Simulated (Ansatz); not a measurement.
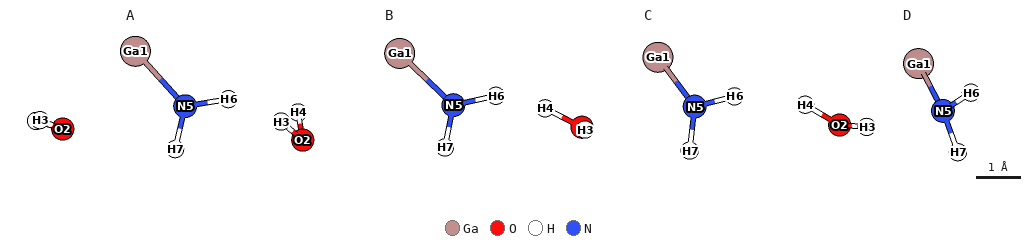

4 geometries from one relaxation of GaNH₄O, in shuffled order. Style: ball-and-stick. Shown at a tilt.

The run prepares an end point of a later path (reaction) calculation, from a guessed geometry.

The calculation used RKS PBE0/def2-SVP (Ansatz). Set-up: no spin polarisation; force threshold 0.03 eV/Å; at most 50 steps.

Put them in the order of the run, from the start to the converged end.

Answer. B, A, C, D. They are steps 0, 8, 16, 28, at +21.2 kJ/mol, +10.1 kJ/mol, +6.38 kJ/mol relative to the last. The largest move after the best rigid fit is that of H3, 1.56 Å. Largest moves by element: H 1.56 Å, Ga 0.77 Å, N 0.67 Å, O 0.60 Å. Some distances before and after: Ga1–H3 3.236 → 2.324 Å, Ga1–O2 2.984 → 2.371 Å, Ga1–N5 1.861 → 1.962 Å, O2–H3 0.965 → 0.996 Å. Bond angles that change, for instance: Ga1–N5–H6 125.0° → 118.0°, H3–O2–H4 102.5° → 106.8°, H6–N5–H7 109.9° → 106.4°. After 24 accepted moves (28 points after the start) the energy has fallen by 21.2 kJ/mol. Largest force component: 0.68 eV/Å at the start, 0.019 eV/Å at the end. The line search rejected the trial steps at points 1, 6, 13, 19 of the run. The run took 100 s on 1 thread of Arm Neoverse V1, on a shared host, peak memory 0.15 GiB.

Limits of the set-up: the start holds two separate molecules, 2.8 Å apart at their closest, whose relative position is a soft coordinate and is computed without a dispersion correction.
